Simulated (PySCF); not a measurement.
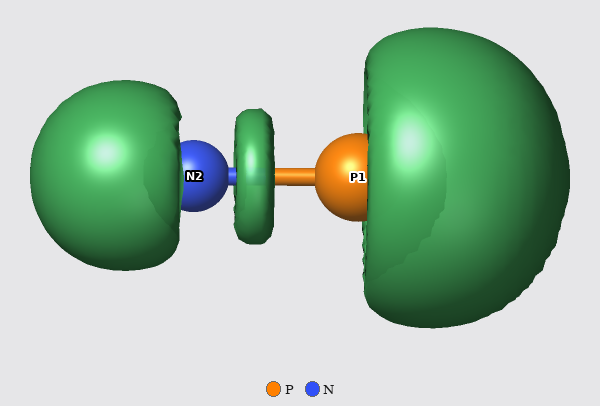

The picture shows: PN. Isosurface of the electron localisation function at 0.8 (green), seen from one side. Only the valence region is drawn (cores and ρ < 0.01 e/Å³ removed).

Theory: PySCF, PBE0/def2-TZVPP, non-relativistic Hamiltonian with scalar-relativistic core potentials where named, at a bond length of 1.482 Å.

> What do the ELF domains correspond to?

At this value the surface marks out one region between bonded N–P atoms (shared pairs), one lobe on N, pointing away from the bonds (lone pairs) and one lobe on P, pointing away from the bonds (lone pairs). Profiles from the grid: P–N (1.48 Å): the ELF peaks at about 0.85 between the atoms (a short, strongly polar bond).
